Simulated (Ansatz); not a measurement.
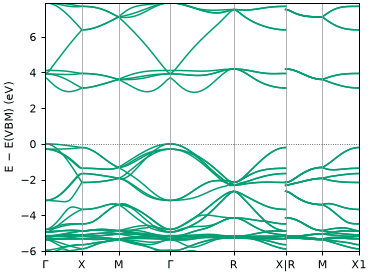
Fig. 1. Band structure from plane-wave PAW r²SCAN (Ansatz code)

### Question
Read off the gap and where the band edges lie.

### Answer
About 2.9 eV (2.88 eV by a search for the band edges); maximum at Γ, minimum on the Γ–R line, 38 % of the way from Γ.

### Question
Which compound is it?
A. ZnO2, Pa-3 (Zn on 4a, O on 8c)
B. KZnF3, cubic perovskite
C. SrTiO3, cubic perovskite
D. BaTiO3, cubic perovskite

### Answer
A, ZnO2, Pa-3 (Zn on 4a, O on 8c)

The first step of the workflow began from a Materials Project structure, measured or hypothetical; the Crystallography Open Database copy checked does not list it. Whether it is the stable phase at ambient conditions was not checked. The cell was relaxed with r²SCAN under the symmetry of its start; whether a distortion lowers the energy is not shown.

Potentials: the later of the program's two PAW sets.
